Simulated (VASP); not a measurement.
Band structure of NbZr3C4 (ordered alloy cell). Calculation: PBEsol GGA, VASP's PBE PAW potentials (set 64) (plane waves; VASP 6.6.1).

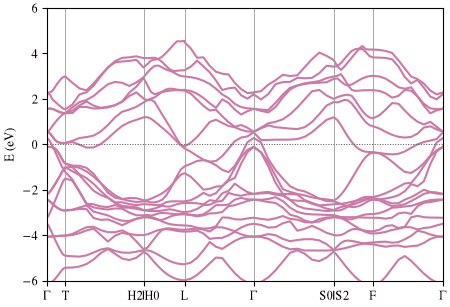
*Bands along high-symmetry lines, zero at the valence-band maximum or, without a gap, the Fermi level*

Task: Read the plot: is there a gap, and where are the band edges?

Result: It has no gap at this level: it comes out as a metal or semimetal. (Edges off the drawn lines would not show.)

The structure was generated: NbZr3C4 was put into an ordered model structure (R-3m), which need not be its known phase. It was relaxed first. The electron count is odd and the run is not spin-polarised, which forces a metal.
